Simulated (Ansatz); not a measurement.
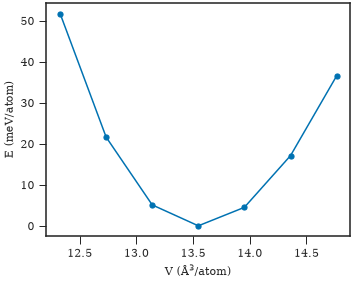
Fig. 1. CdO (rock salt, space group No. 225) under volume change, the program Ansatz at the PBE level (PAW), scaled uniformly.

Problem. What does a third-order Birch–Murnaghan fit give for V₀, B₀ and B′?

Solution. V₀ = 13.55 Å³/atom, B₀ = 126 GPa, B′ = 4.8.

Space group Fm-3m (rock salt). The PBE relaxation kept the symmetry of its start; of distortions, only those at the zone centre were tested. The volume moved by 25 % from the start of the relaxation.

Potentials: the later of the program's two PAW sets.
